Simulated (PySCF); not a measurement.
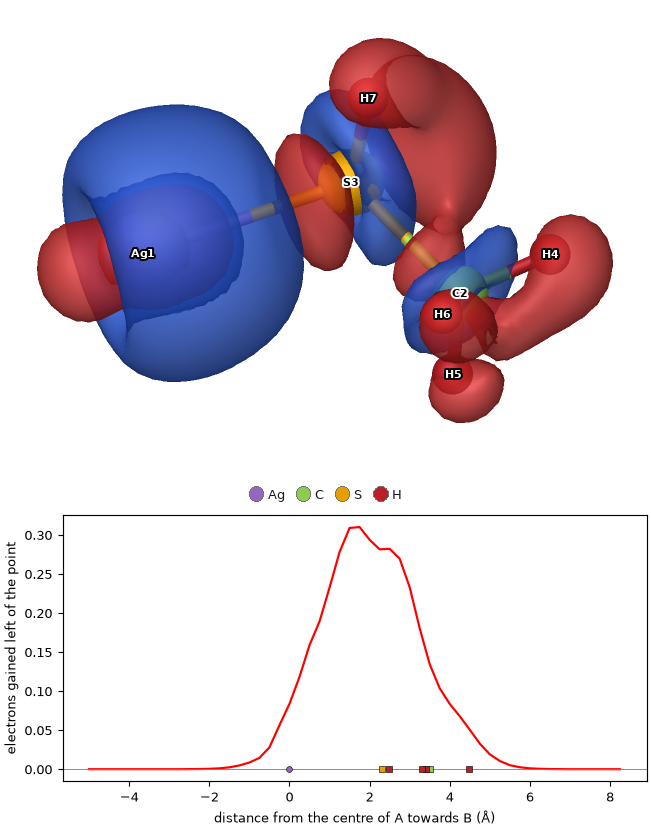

Figure 1: CH₄AgS, charge +1, SMILES `[Ag+].CS`. Density of the complex less the densities of the two fragments at the same geometry, ±0.015 e/Å³ (blue: gain, red: loss). Fragment A: Ag(+1) (atom 1); fragment B: H4CS. Below: the charge-displacement curve along the line of centres (A on the left).

Level of theory: TPSS/def2-SVPD (PySCF), at a geometry from GFN2-xTB. Core potentials replace the inner electrons of Ag; spin–orbit coupling isn't included. GFN2-xTB bond lengths at metals and heavier atoms can be off by up to 0.1 Å and shapes distorted, which carries into these values.

Question: How is the density rearranged on binding?

Answer: Hirshfeld charges show 0.262 e passing from B to A. By Hirshfeld charges, electrons gather most on Ag1 (−0.262 e) and leave S3 most (+0.097 e); 0.53 e is displaced in all.

Question: What is the interaction energy, and which contacts carry it?

Answer: The counterpoise-corrected interaction energy of the frozen fragments is −45.3 kcal/mol without dispersion correction and −47.5 kcal/mol with D3(BJ). D3 uses neutral-atom coefficients and tends to overbind metal cations. The pair geometry is semi-empirical, not a minimum at this level. Contacts: Ag1···S3, strong, partly covalent contact, 2.51 Å, ρ = 0.061 a.u. The pose is a local one from a semi-empirical search, not shown to be the most stable.
